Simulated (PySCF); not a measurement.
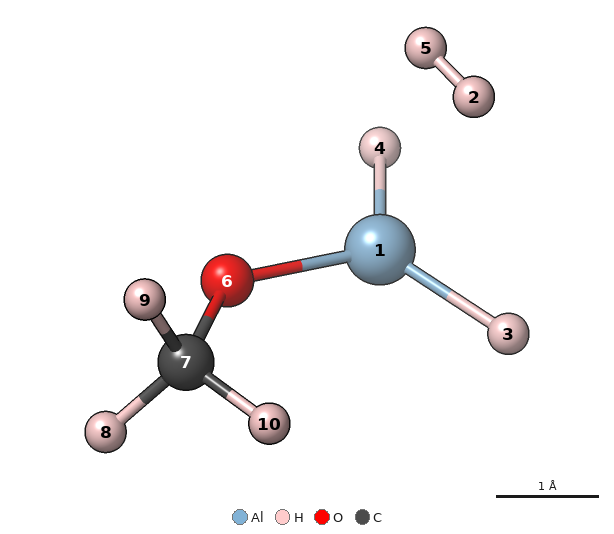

Orthographic view. Depth is shown by fading: the farther an atom, the more it takes the colour of the background. The geometry was computed by an optimisation with PBE0-D4/def2-TZVP. No frequency run is at hand to confirm it as a minimum.

List the bonded neighbours of every atom.

Al1: H3, H4, O6
H2: H5
H3: Al1
H4: Al1
H5: H2
O6: Al1, C7
C7: O6, H8, H9, H10
H8: C7
H9: C7
H10: C7
